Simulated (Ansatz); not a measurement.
Formation energy of the bound charge states of Cu on the Li site (Cu_Li) in rock-salt LiF (start: the Li site; 64-site cell, 2×2×2 shifted sampling) against the Fermi level, F-rich (Δμ(Li) = -5.89 eV, Δμ(Cu) = -4.50 eV, bounded by CuF2 (P2_1/c); only phases computed here count, gases as isolated molecules at 0 K). Computed with PBE, PAW (plane waves to 420 eV; Ansatz, an electronic-structure program).

Cell and caveats: 64-site cell; 2×2×2 shifted k-points; host gap 8.83 eV; charged states image-corrected; no Hubbard U; energies good to tenths of an eV.

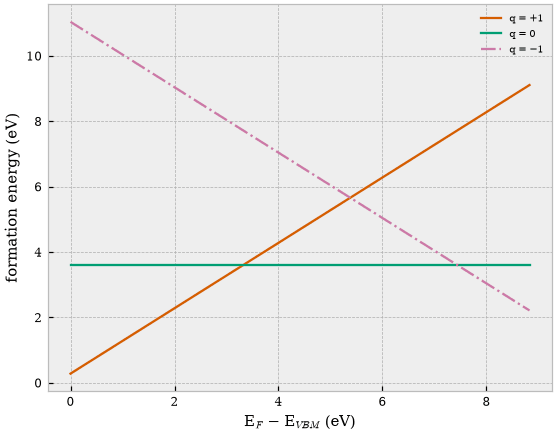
Figure. Formation energy of each charge state against the Fermi level

Crossings of the lowest lines: (+1/0) at 3.31 eV; (0/−1) at 7.45 eV. At the valence-band maximum: q = +1: 0.28 eV; q = 0: 3.59 eV; q = −1: 11.04 eV.
